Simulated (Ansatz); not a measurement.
# Pressure series in CdS

Base system: CdS in the wurtzite structure (space group P6_3mc, No. 186).

```
CdS
1.0
    4.19625     0.00000     0.00000
   -2.09812     3.63406     0.00000
    0.00000     0.00000     6.82952
Cd S
2 2
Direct
  0.66667   0.33333   0.49977
  0.33333   0.66667   0.99977
  0.66667   0.33333   0.12323
  0.33333   0.66667   0.62323
```

Cell and atoms are relaxed at each pressure.

Method: PBE in Ansatz (plane waves to 420 eV, PAW, no spin-orbit coupling).

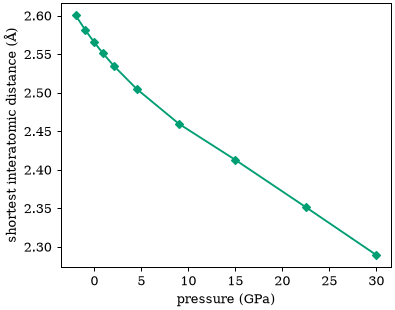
*Shortest interatomic distance against pressure*

Problem. From the plot, what is the shortest interatomic distance for pressure −1 GPa?

Solution. About 2.58 Å.

Problem. Is the trend monotonic over the range shown?

Solution. Yes, it falls throughout, spanning 2.289 Å to 2.601 Å.

Load acts through the strain it causes; cell and atoms are relaxed under it. No phonon test of stability was made. Measured, CdS leaves this structure (for rock salt) near 2.54 GPa (temperature not stated; as listed in Datta, Sujoy, Jana, Debnarayan, arXiv (2020)), on rising pressure, with hysteresis.

Ansatz is an electronic-structure program.
